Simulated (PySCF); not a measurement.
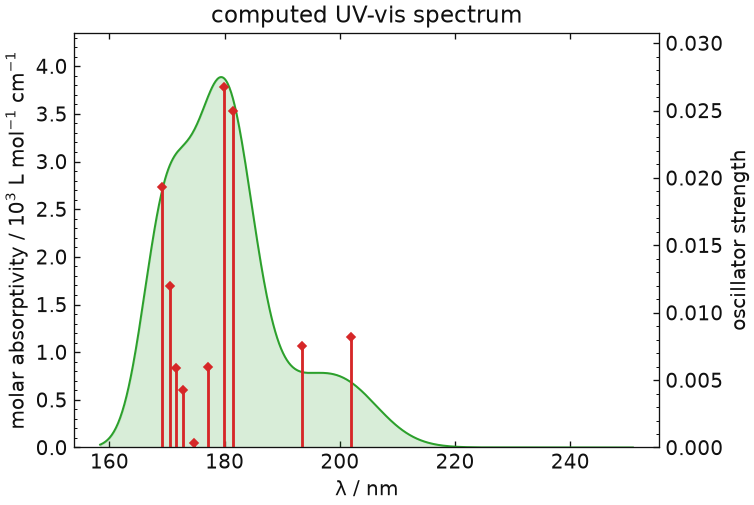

Vertical TDDFT excitations, B3LYP/def2-SVPD, PySCF 2.14.0, at a PBE0-D3(BJ)/def2-SVP geometry (no frequency check), gas phase. The lowest 10 singlet states are shown; each is broadened by a Gaussian of 1/e half-width 0.25 eV. Sticks give oscillator strengths (right axis).

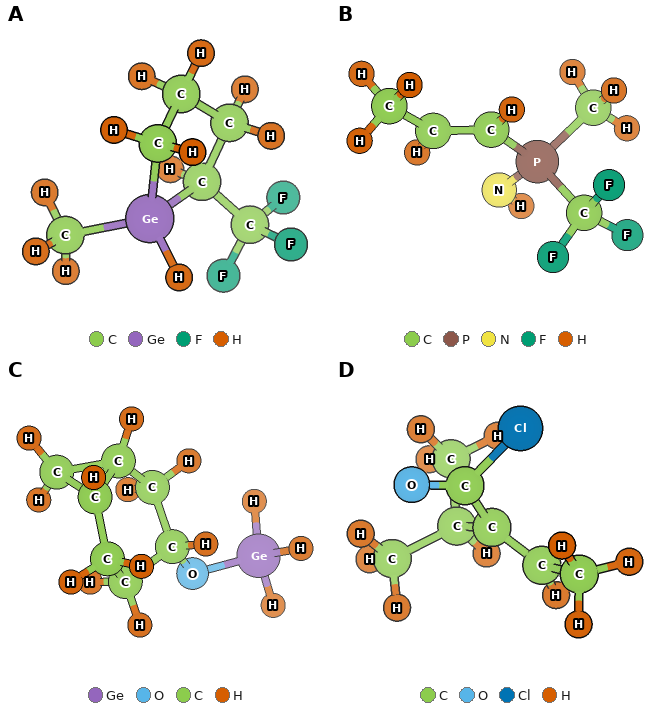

### Whose absorption spectrum is this? The candidates are drawn in the second picture.

Structure C, C₇H₁₄GeO, SMILES [GeH3][O][C@@H]1CC[C@@H]2C[C@@H]2C1, singlet. Its lowest singlet lies at 6.14 eV (f = 0.008) and the brightest of those computed is S4 at 6.89 eV (180 nm), f = 0.027, mainly HOMO → LUMO+2 (53 %).

Caveats: states above the negative HOMO energy depend on the basis; one conformer of a flexible molecule; core orbitals are frozen in the response.
